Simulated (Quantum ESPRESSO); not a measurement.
# FeCo7: parallel moments in the primitive cell

Aim: the moments that FeCo7 holds when they start parallel.

Method: PBE; plane waves with GBRV 1.5 PBE potentials, no spin-orbit coupling, in Quantum ESPRESSO 7.5.

### Step 1. Set-up

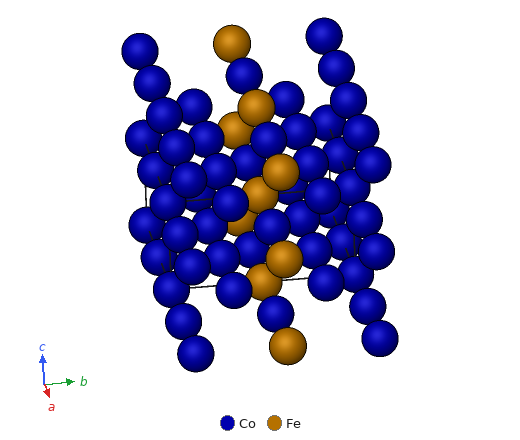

The cell as given, slightly off an axis (cobalt blue, iron orange). 2×1×2 cells are drawn. Some periodic images of atoms are drawn too.

As a file:

```cif
data_structure
_symmetry_space_group_name_H-M 'P4/mmm'
_symmetry_Int_Tables_number 123
_cell_length_a 5.6690
_cell_length_b 5.6690
_cell_length_c 2.8345
_cell_angle_alpha 90.000
_cell_angle_beta 90.000
_cell_angle_gamma 90.000
_cell_volume 91.09
loop_
_atom_site_label
_atom_site_type_symbol
_atom_site_symmetry_multiplicity
_atom_site_Wyckoff_symbol
_atom_site_fract_x
_atom_site_fract_y
_atom_site_fract_z
_atom_site_occupancy
Co1 Co 2 f 0.00000 0.50000 0.00000 1
Co2 Co 4 k 0.25000 0.75000 0.50000 1
Fe1 Fe 1 a 0.00000 0.00000 0.00000 1
Co3 Co 1 c 0.50000 0.50000 0.00000 1
```

The cell was typed by rule, not taken from a database of measured structures.

### Step 2. Run 1, typed as ferro ++++++++

The signs are those of the starting moments on the seeded atoms, the atoms that are given a moment.

pw.in

```
&CONTROL
  calculation = 'scf'
  prefix = 'pwscf'
  outdir = './tmp'
  pseudo_dir = './pseudo'
  disk_io = 'nowf'
/
&SYSTEM
  ibrav = 0
  celldm(1) = 8
  nat = 8
  ntyp = 2
  ecutwfc = 40
  ecutrho = 280
  nbnd = 90
  occupations = 'smearing'
  smearing = 'fd'
  degauss = 0.00367493
  nspin = 2
  starting_magnetization(1) = 0.1
  starting_magnetization(2) = 0.1562
/
&ELECTRONS
  conv_thr = 1.6d-08
  electron_maxstep = 150
  mixing_beta = 0.3
/
ATOMIC_SPECIES
Co     58.9332 co_pbe_v1.2.uspp.F.UPF
Fe     55.8450 fe_pbe_v1.5.uspp.F.UPF
CELL_PARAMETERS alat
   1.3391071750629    0.0000000000000    0.0000000000000
   0.0000000000000    1.3391071750629    0.0000000000000
   0.0000000000000    0.0000000000000    0.6695535875315
ATOMIC_POSITIONS crystal
Co      0.0000000000    0.0000000000    0.0000000000
Co      0.2500000000    0.2500000000    0.5000000000
Fe      0.0000000000    0.5000000000    0.0000000000
Co      0.2500000000    0.7500000000    0.5000000000
Co      0.5000000000    0.0000000000    0.0000000000
Co      0.7500000000    0.2500000000    0.5000000000
Co      0.5000000000    0.5000000000    0.0000000000
Co      0.7500000000    0.7500000000    0.5000000000
K_POINTS automatic
6 6 12 0 0 0
```

On the command line:

```console
$ OMP_NUM_THREADS=1 mpirun -n 4 pw.x -nk 4 -in pw.in > pw.out
```

Output:

```text
Program PWSCF v.7.5 starts

     Message from routine setup:
     using ibrav=0 with symmetry is DISCOURAGED, use correct ibrav instead

     K-points division:     npool     =       4
     Subspace diagonalization in iterative solution of the eigenvalue problem:

     G-vector sticks info
     --------------------
     sticks:   dense  smooth     PW     G-vecs:    dense   smooth      PW
     Sum        2561    1465    441                48693    21093    3581

     Using Slab Decomposition

     bravais-lattice index     =            0
     lattice parameter (alat)  =       8.0000  a.u.
     unit-cell volume          =     614.7322 (a.u.)^3
     number of atoms/cell      =            8
     number of atomic types    =            2
     number of electrons       =       135.00
     number of Kohn-Sham states=           90
     kinetic-energy cutoff     =      40.0000  Ry
     charge density cutoff     =     280.0000  Ry
     scf convergence threshold =      1.6E-08
     mixing beta               =       0.3000
     number of iterations used =            8  plain     mixing
     Exchange-correlation=  SLA  PW   PBX  PBC
                           (   1   4   3   4   0   0   0)

     celldm(1)=   8.000000  celldm(2)=   0.000000  celldm(3)=   0.000000
     celldm(4)=   0.000000  celldm(5)=   0.000000  celldm(6)=   0.000000

     crystal axes: (cart. coord. in units of alat)
               a(1) = (   1.339107   0.000000   0.000000 )
               a(2) = (   0.000000   1.339107   0.000000 )
               a(3) = (   0.000000   0.000000   0.669554 )

     reciprocal axes: (cart. coord. in units 2 pi/alat)
               b(1) = (  0.746766  0.000000  0.000000 )
               b(2) = (  0.000000  0.746766  0.000000 )
               b(3) = (  0.000000  0.000000  1.493532 )

     PseudoPot. # 1 for Co read from file:
     co_pbe_v1.2.uspp.F.UPF
     Pseudo is Ultrasoft + core correction, Zval = 17.0
     Generated by new atomic code, or converted to UPF format
     Using radial grid of  863 points,  6 beta functions with:
                l(1) =   0
                l(2) =   0
                l(3) =   1
                l(4) =   1
                l(5) =   2
                l(6) =   2
     Q(r) pseudized with  8 coefficients,  rinner =    1.200   1.200   1.200
                                                       1.200   1.200

     PseudoPot. # 2 for Fe read from file:
     fe_pbe_v1.5.uspp.F.UPF
     Pseudo is Ultrasoft + core correction, Zval = 16.0
     Generated by new atomic code, or converted to UPF format
     Using radial grid of  861 points,  6 beta functions with:
                l(1) =   0
                l(2) =   0
                l(3) =   1
                l(4) =   1
                l(5) =   2
                l(6) =   2
     Q(r) pseudized with  8 coefficients,  rinner =    1.000   1.000   1.000
                                                       1.000   1.000

     atomic species   valence    mass     pseudopotential
     Co               17.00    58.93320     Co( 1.00)
     Fe               16.00    55.84500     Fe( 1.00)

     Starting magnetic structure
     atomic species   magnetization
     Co              0.100
     Fe              0.156

     16 Sym. Ops., with inversion, found ( 8 have fractional translation)

   Cartesian axes

     site n.     atom                  positions (alat units)
         1        Co     tau(   1) = (   0.0000000   0.0000000   0.0000000  )
         2        Co     tau(   2) = (   0.3347768   0.3347768   0.3347768  )
         3        Fe     tau(   3) = (   0.0000000   0.6695536   0.0000000  )
         4        Co     tau(   4) = (   0.3347768   1.0043304   0.3347768  )
         5        Co     tau(   5) = (   0.6695536   0.0000000   0.0000000  )
         6        Co     tau(   6) = (   1.0043304   0.3347768   0.3347768  )
         7        Co     tau(   7) = (   0.6695536   0.6695536   0.0000000  )
         8        Co     tau(   8) = (   1.0043304   1.0043304   0.3347768  )

     number of k points=    70  Fermi-Dirac smearing, width (Ry)=  0.0037
                       cart. coord. in units 2pi/alat
        k(    1) = (   0.0000000   0.0000000   0.0000000), wk =   0.0023148
        k(    2) = (   0.0000000   0.0000000   0.1244610), wk =   0.0046296
        k(    3) = (   0.0000000   0.0000000   0.2489221), wk =   0.0046296
        k(    4) = (   0.0000000   0.0000000   0.3733831), wk =   0.0046296
        k(    5) = (   0.0000000   0.0000000   0.4978441), wk =   0.0046296
        [... 65 further k-points ...]

     Dense  grid:    48693 G-vectors     FFT dimensions: (  60,  60,  30)

     Smooth grid:    21093 G-vectors     FFT dimensions: (  48,  48,  24)

     Check: negative core charge=   -0.000056
     Generating pointlists ...
     new r_m :   0.2392 (alat units)  1.9135 (a.u.) for type    1
     new r_m :   0.2392 (alat units)  1.9135 (a.u.) for type    2

     Initial potential from superposition of free atoms

     starting charge     126.9999, renormalised to     135.0000
     Starting wfcs are  104 randomized atomic wfcs

     Self-consistent Calculation

     iteration #  1     ecut=    40.00 Ry     beta= 0.30
     Davidson diagonalization with overlap
     ethr =  1.00E-02,  avg # of iterations =  3.0

     total energy              =   -2318.53826971 Ry
     estimated scf accuracy    <      76.20172082 Ry

     total magnetization       =     8.66 Bohr mag/cell
     absolute magnetization    =     8.75 Bohr mag/cell

     iteration #  2     ecut=    40.00 Ry     beta= 0.30
     Davidson diagonalization with overlap
     ethr =  1.00E-02,  avg # of iterations =  3.5

     total energy              =   -2334.09209193 Ry
     estimated scf accuracy    <      83.74205781 Ry

     total magnetization       =     3.47 Bohr mag/cell
     absolute magnetization    =     4.23 Bohr mag/cell

     iteration #  3     ecut=    40.00 Ry     beta= 0.30
     Davidson diagonalization with overlap
     ethr =  1.00E-02,  avg # of iterations =  3.7

     total energy              =   -2335.31470776 Ry
     estimated scf accuracy    <      35.28037727 Ry

     total magnetization       =     8.20 Bohr mag/cell
     absolute magnetization    =     8.50 Bohr mag/cell

     [... further iterations left out ...]

     iteration # 25     ecut=    40.00 Ry     beta= 0.30
     Davidson diagonalization with overlap
     ethr =  4.15E-10,  avg # of iterations =  1.5

     total energy              =   -2339.73954472 Ry
     estimated scf accuracy    <       0.00000038 Ry

     total magnetization       =    15.30 Bohr mag/cell
     absolute magnetization    =    16.56 Bohr mag/cell

     iteration # 26     ecut=    40.00 Ry     beta= 0.30
     Davidson diagonalization with overlap
     ethr =  2.85E-10,  avg # of iterations =  1.2

     total energy              =   -2339.73954476 Ry
     estimated scf accuracy    <       0.00000013 Ry

     total magnetization       =    15.30 Bohr mag/cell
     absolute magnetization    =    16.56 Bohr mag/cell

     iteration # 27     ecut=    40.00 Ry     beta= 0.30
     Davidson diagonalization with overlap
     ethr =  9.83E-11,  avg # of iterations =  1.0

     total energy              =   -2339.73954477 Ry
     estimated scf accuracy    <       0.00000006 Ry

     total magnetization       =    15.30 Bohr mag/cell
     absolute magnetization    =    16.56 Bohr mag/cell

     iteration # 28     ecut=    40.00 Ry     beta= 0.30
     Davidson diagonalization with overlap
     ethr =  4.79E-11,  avg # of iterations =  1.0

     Magnetic moment per site  (integrated on atomic sphere of radius R)
     atom   1 (R=0.239)  charge= 15.4718  magn=  1.8766
     atom   2 (R=0.239)  charge= 15.4802  magn=  1.8730
     atom   3 (R=0.239)  charge= 14.3349  magn=  2.7565
     atom   4 (R=0.239)  charge= 15.4802  magn=  1.8730
     atom   5 (R=0.239)  charge= 15.4707  magn=  1.8690
     atom   6 (R=0.239)  charge= 15.4802  magn=  1.8730
     atom   7 (R=0.239)  charge= 15.4718  magn=  1.8766
     atom   8 (R=0.239)  charge= 15.4802  magn=  1.8730

     End of self-consistent calculation

     Number of k-points >= 100: set verbosity='high' to print the bands.

     the Fermi energy is    17.9298 ev

!    total energy              =   -2339.73954478 Ry
     estimated scf accuracy    <          6.7E-09 Ry
     smearing contrib. (-TS)   =      -0.00641181 Ry
     internal energy E=F+TS    =   -2339.73313297 Ry

     The total energy is F=E-TS. E is the sum of the following terms:
     one-electron contribution =   -1231.83014266 Ry
     hartree contribution      =     697.98512521 Ry
     xc contribution           =    -257.90887843 Ry
     ewald contribution        =   -1547.97923708 Ry

     total magnetization       =    15.30 Bohr mag/cell
     absolute magnetization    =    16.56 Bohr mag/cell

     convergence has been achieved in  28 iterations

=------------------------------------------------------------------------------=
   JOB DONE.
=------------------------------------------------------------------------------=
```

Elapsed: 12 min, on 4 MPI ranks of Arm Neoverse N1, shared host; peak memory 0.97 GiB; 47 min of CPU time.

Spin moment in the atom's sphere by atom:

| atom | spin moment in the atom's sphere (μB) |
| --- | --- |
| Co1 | 1.88 |
| Co2 | 1.87 |
| Fe3 | 2.76 |
| Co4 | 1.87 |
| Co5 | 1.87 |
| Co6 | 1.87 |
| Co7 | 1.88 |
| Co8 | 1.87 |

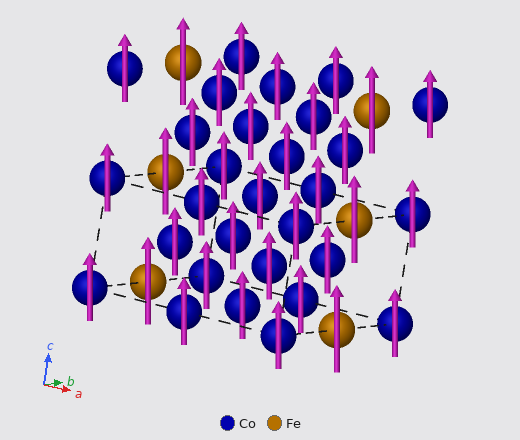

Spin moment in the atom's sphere as arrows, the longest 2.76 μB. Up and down stand for the sign. Arrows give size and sign along the axis of quantisation, drawn up and down the page. 1×1×2 cells are drawn. Some periodic images of atoms are drawn too.

Read from the output:

* smearing term TS: 0.08724 eV
* magnetization: 15.30 μB
* absolute magnetization: 16.56 μB
* final state: ferromagnetic

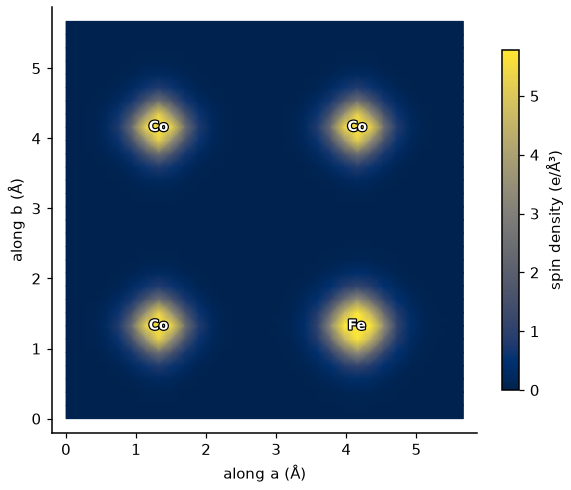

Spin density in the ab plane at fractional z = 0.000, with atoms of Co and Fe within 0.2 Å of it. The map starts off the cell's origin, so that atoms lie inside it.

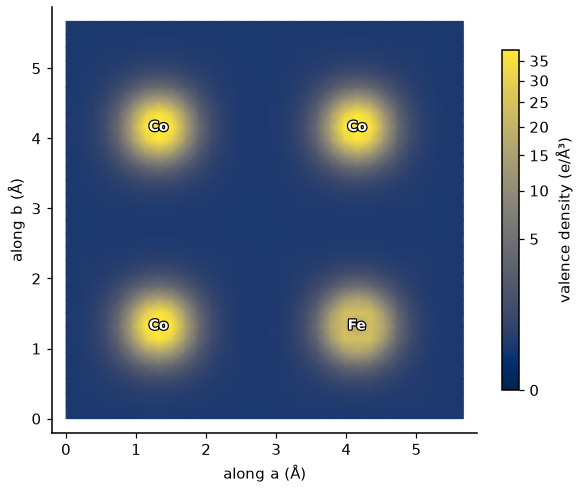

Valence density in the ab plane at fractional z = 0.000, with atoms of Co and Fe within 0.2 Å of it. It is the smooth field of the valence electrons, not physical close to the nuclei. The map starts off the cell's origin, so that atoms lie inside it. The colour scale is stretched toward low values.

### Step 3. Run 2, typed as no spin polarisation

Changes to pw.in since step 2:

```diff
@@ -14,3 +14,3 @@
   ecutrho = 280
-  nbnd = 90
+  nbnd = 83
   occupations = 'smearing'
@@ -18,5 +18,2 @@
   degauss = 0.00367493
-  nspin = 2
-  starting_magnetization(1) = 0.1
-  starting_magnetization(2) = 0.1562
 /
```

Output:

```text
[banner, memory and clock lines left out]
Program PWSCF v.7.5 starts

     Message from routine setup:
     using ibrav=0 with symmetry is DISCOURAGED, use correct ibrav instead

     bravais-lattice index     =            0
     lattice parameter (alat)  =       8.0000  a.u.
     unit-cell volume          =     614.7322 (a.u.)^3
     number of atoms/cell      =            8
     number of atomic types    =            2
     number of electrons       =       135.00
     number of Kohn-Sham states=           83
     kinetic-energy cutoff     =      40.0000  Ry
     charge density cutoff     =     280.0000  Ry
     scf convergence threshold =      1.6E-08
     mixing beta               =       0.3000
     number of iterations used =            8  plain     mixing
     Exchange-correlation=  SLA  PW   PBX  PBC
                           (   1   4   3   4   0   0   0)

     celldm(1)=   8.000000  celldm(2)=   0.000000  celldm(3)=   0.000000
     celldm(4)=   0.000000  celldm(5)=   0.000000  celldm(6)=   0.000000

     crystal axes: (cart. coord. in units of alat)
               a(1) = (   1.339107   0.000000   0.000000 )
               a(2) = (   0.000000   1.339107   0.000000 )
               a(3) = (   0.000000   0.000000   0.669554 )

     reciprocal axes: (cart. coord. in units 2 pi/alat)
               b(1) = (  0.746766  0.000000  0.000000 )
               b(2) = (  0.000000  0.746766  0.000000 )
               b(3) = (  0.000000  0.000000  1.493532 )

     PseudoPot. # 1 for Co read from file:
     co_pbe_v1.2.uspp.F.UPF
     Pseudo is Ultrasoft + core correction, Zval = 17.0

     PseudoPot. # 2 for Fe read from file:
     fe_pbe_v1.5.uspp.F.UPF
     Pseudo is Ultrasoft + core correction, Zval = 16.0

     atomic species   valence    mass     pseudopotential
     Co               17.00    58.93320     Co( 1.00)
     Fe               16.00    55.84500     Fe( 1.00)

     16 Sym. Ops., with inversion, found ( 8 have fractional translation)

   Cartesian axes

     site n.     atom                  positions (alat units)
         1        Co     tau(   1) = (   0.0000000   0.0000000   0.0000000  )
         2        Co     tau(   2) = (   0.3347768   0.3347768   0.3347768  )
         3        Fe     tau(   3) = (   0.0000000   0.6695536   0.0000000  )
         4        Co     tau(   4) = (   0.3347768   1.0043304   0.3347768  )
         5        Co     tau(   5) = (   0.6695536   0.0000000   0.0000000  )
         6        Co     tau(   6) = (   1.0043304   0.3347768   0.3347768  )
         7        Co     tau(   7) = (   0.6695536   0.6695536   0.0000000  )
         8        Co     tau(   8) = (   1.0043304   1.0043304   0.3347768  )

     number of k points=    70  Fermi-Dirac smearing, width (Ry)=  0.0037
                       cart. coord. in units 2pi/alat
        k(    1) = (   0.0000000   0.0000000   0.0000000), wk =   0.0046296
        k(    2) = (   0.0000000   0.0000000   0.1244610), wk =   0.0092593
        k(    3) = (   0.0000000   0.0000000   0.2489221), wk =   0.0092593
        k(    4) = (   0.0000000   0.0000000   0.3733831), wk =   0.0092593
        k(    5) = (   0.0000000   0.0000000   0.4978441), wk =   0.0092593
        [... 65 further k-points ...]

     Dense  grid:    48693 G-vectors     FFT dimensions: (  60,  60,  30)

     Smooth grid:    21093 G-vectors     FFT dimensions: (  48,  48,  24)

     Check: negative core charge=   -0.000056

     Initial potential from superposition of free atoms

     starting charge     126.9999, renormalised to     135.0000
     Starting wfcs are  104 randomized atomic wfcs

     Self-consistent Calculation

     iteration #  1     ecut=    40.00 Ry     beta= 0.30
     Davidson diagonalization with overlap
     ethr =  1.00E-02,  avg # of iterations =  2.7

     total energy              =   -2317.63340263 Ry
     estimated scf accuracy    <      78.00920819 Ry

     iteration #  2     ecut=    40.00 Ry     beta= 0.30
     Davidson diagonalization with overlap
     ethr =  1.00E-02,  avg # of iterations =  3.7

     total energy              =   -2334.60328611 Ry
     estimated scf accuracy    <      84.34860949 Ry

     [... further iterations left out ...]

     iteration # 21     ecut=    40.00 Ry     beta= 0.30
     Davidson diagonalization with overlap
     ethr =  9.04E-10,  avg # of iterations =  1.3

     total energy              =   -2339.45989985 Ry
     estimated scf accuracy    <       0.00000020 Ry

     iteration # 22     ecut=    40.00 Ry     beta= 0.30
     Davidson diagonalization with overlap
     ethr =  1.46E-10,  avg # of iterations =  1.1

     End of self-consistent calculation

     [... lines left out ...]
     the Fermi energy is    17.3313 ev

!    total energy              =   -2339.45989987 Ry
     estimated scf accuracy    <          9.6E-09 Ry
     smearing contrib. (-TS)   =      -0.02098898 Ry
     internal energy E=F+TS    =   -2339.43891088 Ry

     The total energy is F=E-TS. E is the sum of the following terms:
     one-electron contribution =   -1232.65160924 Ry
     hartree contribution      =     698.34900014 Ry
     xc contribution           =    -257.15706470 Ry
     ewald contribution        =   -1547.97923708 Ry

     convergence has been achieved in  22 iterations
```

The job ended after 4.4 min (4 MPI ranks; peak memory 0.7 GiB; 18 min of CPU time).

Numbers from this step:

```
smearing term TS : 0.2856 eV
final state      : non-magnetic (no spin polarisation)
```

### Step 4. Energies of the orders

An order is kept where moments of 0.15 μB or more survive with the typed signs; meshes match where a doubled cell samples the same k points as the first cell.

Orders:

| start | final state | typed order kept | energy over the lowest (meV a seeded atom) | largest site moment (μB) | net moment (μB a cell of the first run) | mesh matched | CPU time (s) |
| --- | --- | --- | --- | --- | --- | --- | --- |
| ferro ++++++++ | ferromagnetic | yes | 0 | 2.756 | 15.3 | yes | 2798 |
| no spin polarisation | non-magnetic | - | 475.6 | 0 | 0 | yes | 1067 |

### Step 5. Results

```
state found           : ferromagnetic (from ferro ++++++++)
largest site moment   : 2.76 μB
state without moments : 476 meV a seeded atom higher
```

What this shows: No opposed start was run, so this says nothing of the order that the crystal takes. The cell was built by rule and the atoms were not relaxed, which can move these energies.

[Logs and program files are shortened in this print: banners, set-up blocks, solver, clock and traceback lines can be left out without a mark of their own.]

[Logs are printed without paths, hosts, clocks, repeated set-up lines and the standing remarks that a program may print on its own settings, such as how far it seeks lower states.]

[Hosts, paths, dates, database ids (printed as entryN), source tags and the programs' standing remarks are cut or masked in the printed files.]

[Where a cell is said to come from a database of computed structures, the database is the Materials Project.]
